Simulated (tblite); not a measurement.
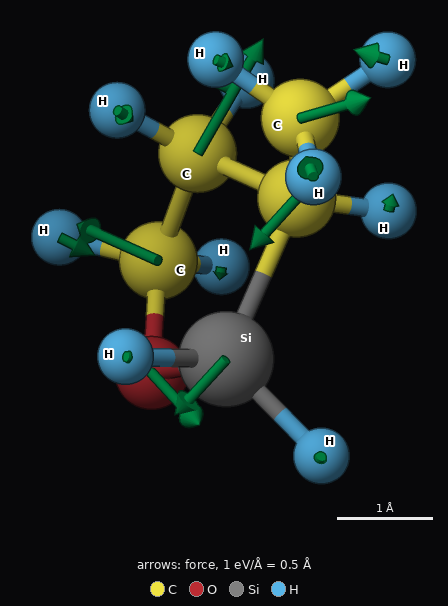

Starting geometry of C$_{4}$H$_{10}$OSi with the computed forces as green arrows. The picture is a ball-and-stick view, seen from a free direction.

Theory: GFN2-xTB geometry optimisation, gas phase in tblite. 

**What follows when this structure is relaxed?**

It isn't relaxed: the largest force vector, on C atoms, is 2.82 eV/Å. The final displacements have little in common with the starting forces (cosine between the two patterns 0.19). The largest moves after the best rigid fit, 0.64 Å, are those of H atoms. Largest moves by element: H 0.64 Å, O 0.21 Å, Si 0.15 Å, C 0.10 Å. Among the contacts that change: O–Si 1.709 → 1.635 Å, C–O 1.356 → 1.411 Å, C–C 1.473 → 1.527 Å, C–H 1.135 → 1.093 Å. Bond angles that change, for instance: C–C–H 105.7° → 112.8°, C–C–H 114.3° → 108.1°, C–C–H 106.5° → 112.1°. Groups turn about C–C by about 40°. Over 68 geometry steps the energy falls by 13.7 kcal/mol. The run took 0.3 s on 1 thread of Arm Neoverse V2, with other jobs on the host.
